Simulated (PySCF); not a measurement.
## NMR shielding calculation of CH₉NSi₄

The run: NMR shielding calculation of CH₉NSi₄, SMILES N#C[SiH2][SiH2][SiH2][SiH3]. Method and program: GIAO PBE0/pcSseg-1 NMR shielding, non-relativistic, gas phase (PySCF 2.14.0).

The geometry comes from this level: PBE0-D3(BJ)/def2-SVP. It belongs to a series of runs on one base structure; here: H on Si replaced by CN. Figures and captions count atoms from 1; the log counts them from 0 in places.

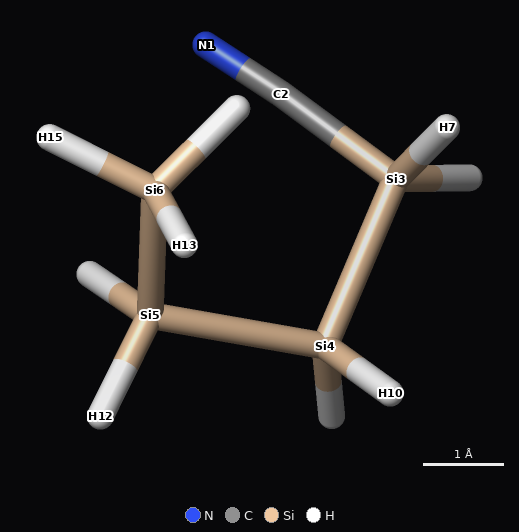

*The structure as given in the input (stick view, seen at a tilt; atoms are numbered from 1 in the order of the input).*

### The input
```
{"job": {"kind": "nmr", "xc": "PBE0", "basis": "pcSseg-1"}, "charge": 0, "multiplicity": 1}
N     -1.957363     1.307138     1.877467
C     -1.967066     1.014331     0.754542
Si    -1.876072     0.482701    -1.029257
Si    -0.428587    -1.373806    -1.078329
Si     0.982528    -1.142687     0.782243
Si     1.977188     0.980636     0.668469
H     -1.328489     1.648007    -1.780806
H     -3.271777     0.196146    -1.466323
H     -1.239695    -2.629721    -1.038955
H      0.338022    -1.330405    -2.362430
H      0.144964    -1.274352     2.012580
H      2.025808    -2.215571     0.781833
H      3.113557     0.929711    -0.302940
H      0.980927     1.977791     0.171016
H      2.487410     1.413007     2.003372
```

The first line tells a small driver script what to run in PySCF; the rest is the geometry in Å.

Run on 1 CPU thread, shared host.

Run as:
```bash
OMP_NUM_THREADS=1 python <driver script> task.json out
```

### What the program printed
```
coarse grid: 14224 points
cycle   1  E = -1255.5005681905  dE = -4.412e-02  |g| = 3.508e-01  |ddm| = 3.463e+00
cycle   2  E = -1255.3943521394  dE =  1.062e-01  |g| = 7.650e-01  |ddm| = 7.885e-01
cycle   3  E = -1255.5322711153  dE = -1.379e-01  |g| = 8.186e-02  |ddm| = 5.015e-01
cycle   4  E = -1255.5336535830  dE = -1.382e-03  |g| = 2.400e-02  |ddm| = 9.008e-02
cycle   5  E = -1255.5338038612  dE = -1.503e-04  |g| = 3.410e-03  |ddm| = 2.610e-02
cycle   6  E = -1255.5338069428  dE = -3.082e-06  |g| = 8.017e-04  |ddm| = 5.826e-03
final grid: 118256 points
cycle   7  E = -1255.5654750193  dE = -1.411e-05  |g| = 3.052e-03  |ddm| = 2.049e-02
cycle   8  E = -1255.5654741881  dE =  8.312e-07  |g| = 3.344e-03  |ddm| = 6.079e-03
cycle   9  E = -1255.5654763352  dE = -2.147e-06  |g| = 1.660e-03  |ddm| = 3.429e-03
cycle  10  E = -1255.5654769214  dE = -5.862e-07  |g| = 2.092e-04  |ddm| = 9.924e-04
cycle  11  E = -1255.5654769337  dE = -1.232e-08  |g| = 2.524e-05  |ddm| = 2.745e-04
cycle  12  E = -1255.5654769339  dE = -1.714e-10  |g| = 7.865e-06  |ddm| = 5.123e-05
```

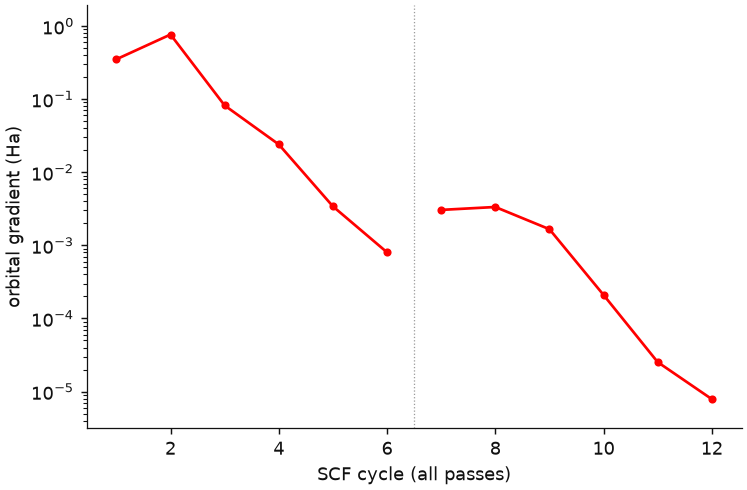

*Convergence of the self-consistent field: orbital gradient against the SCF cycle. The dotted line marks the change from a coarse to the final integration grid.*

The first 6 cycles use a coarse grid, the final grid takes over at cycle 7, and the field converges after 12 cycles in all.

```
converged SCF energy = -1255.5654769339

GIAO shielding tensors (ppm)
atom      isotropic    diamagn.    paramagn.     s11        s22        s33       span
  0 N     -114.508     337.437    -451.944   -316.775   -314.266    287.517    604.292
  1 C       60.178     265.258    -205.079    -55.528    -51.025    287.087    342.615
  2 Si     445.119     879.968    -434.849    422.998    454.567    457.792     34.794
  3 Si     468.719     881.960    -413.241    459.685    469.209    477.263     17.578
  4 Si     465.563     882.490    -416.927    457.033    463.571    476.084     19.051
  5 Si     456.239     881.293    -425.054    450.345    456.170    462.202     11.857
  6 H       26.946      28.683      -1.737     24.182     24.751     31.905      7.723
  7 H       26.948      27.043      -0.095     23.108     24.868     32.869      9.761
  8 H       27.551      29.471      -1.920     23.885     24.742     34.026     10.141
  9 H       27.832      29.847      -2.015     24.775     25.130     33.591      8.816
 10 H       27.365      31.391      -4.027     24.094     25.360     32.640      8.546
 11 H       27.590      29.762      -2.172     23.896     24.935     33.939     10.043
 12 H       27.648      29.477      -1.829     24.458     25.250     33.235      8.778
 13 H       27.594      31.241      -3.648     23.415     27.672     31.695      8.280
 14 H       27.386      29.299      -1.913     24.082     24.710     33.367      9.285
```

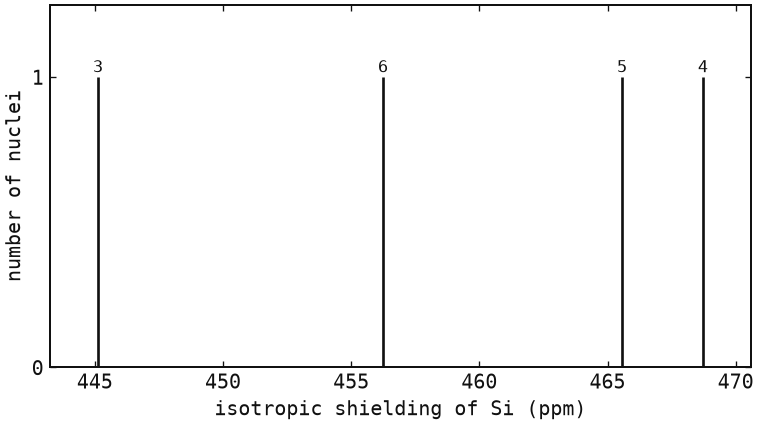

*Isotropic shieldings of the silicon nuclei in this fixed geometry, labelled by atom number; shielding grows to the right, so chemical shift grows to the left.*

The least shielded is Si3 (445.1 ppm), the most shielded Si4 (468.7 ppm).

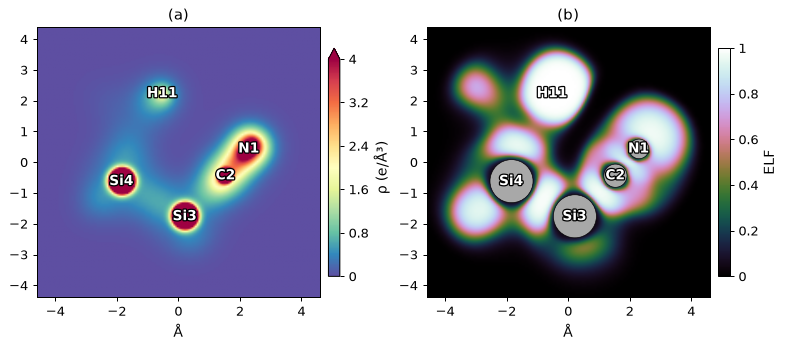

*(a) total electron density; (b) ELF on the plane of atoms C2, Si3 and Si4. Grey discs, where drawn, cover atomic cores.*

The section cuts through N, C, Si and H sites. C–N (1.16 Å): ρ is about 3.5 e/Å³ halfway; the ELF peaks at about 0.90 between the atoms (a multiple bond by its length, whose ELF region spreads away from the axis).

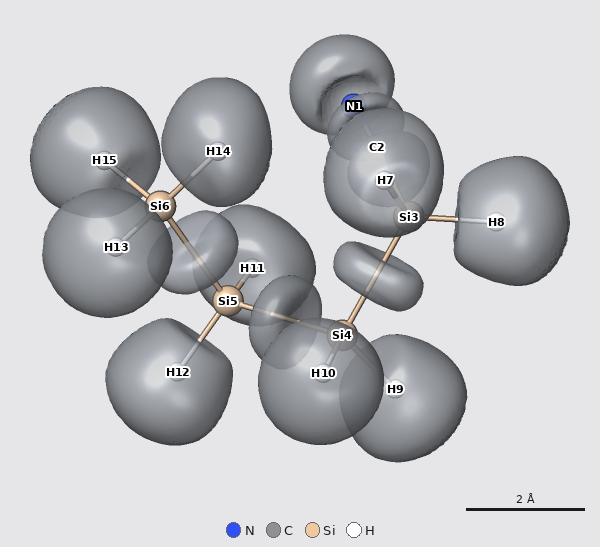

*Isosurface of the electron localisation function at 0.8 (grey), seen face on. Only the valence region is drawn (cores and ρ < 0.01 e/Å³ removed).*

Along the contacts the grid gives the following. C–N (1.16 Å): the ELF peaks at about 0.90 between the atoms (a double or triple bond). C–Si (1.86 Å): the ELF peaks at about 1 between the atoms, which marks a covalent bond.

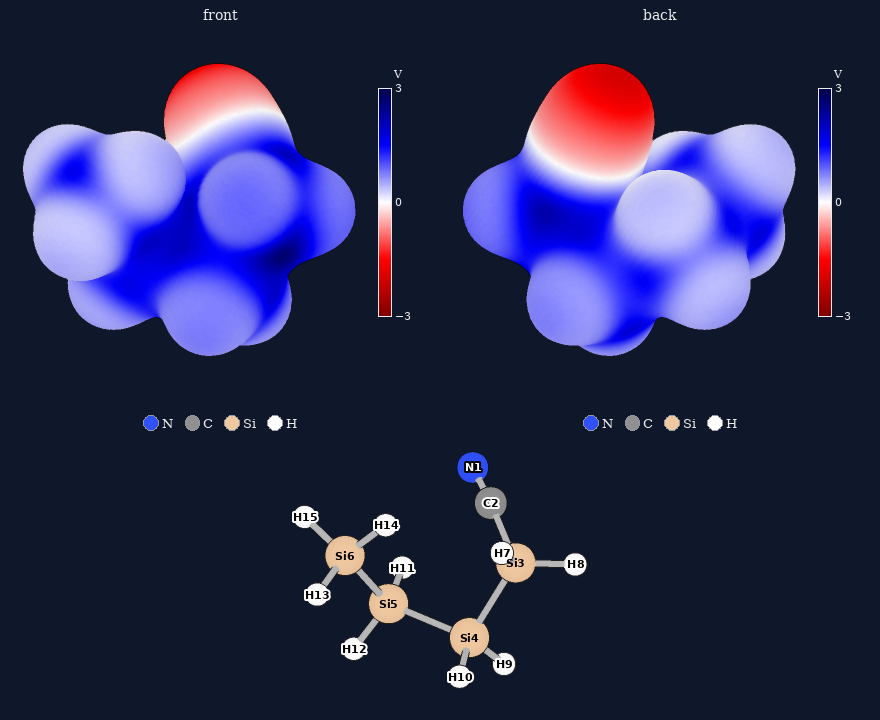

*The electrostatic potential painted on the density surface at 0.004 e/bohr³, seen at a tilt and from behind; red is negative and blue positive. The bare structure is drawn below in the same view.*

Its dipole moment is 3.28 D.

### Results in brief

```json
{"quantity": "outcome", "value": "converged"}
{"quantity": "total energy", "value": "−1255.565477 hartree"}
{"quantity": "HOMO", "value": "−8.28 eV"}
{"quantity": "LUMO", "value": "−0.93 eV"}
{"quantity": "dipole moment", "value": "3.28 D"}
{"quantity": "isotropic shielding, N", "value": "−114.5 ppm"}
{"quantity": "isotropic shielding, C", "value": "60.2 ppm"}
{"quantity": "isotropic shielding, Si", "value": "445.1 to 468.7 ppm"}
{"quantity": "isotropic shielding, H", "value": "26.9 to 27.8 ppm"}
{"quantity": "wall time", "value": "28 s"}
{"quantity": "peak memory", "value": "0.99 GiB"}
```
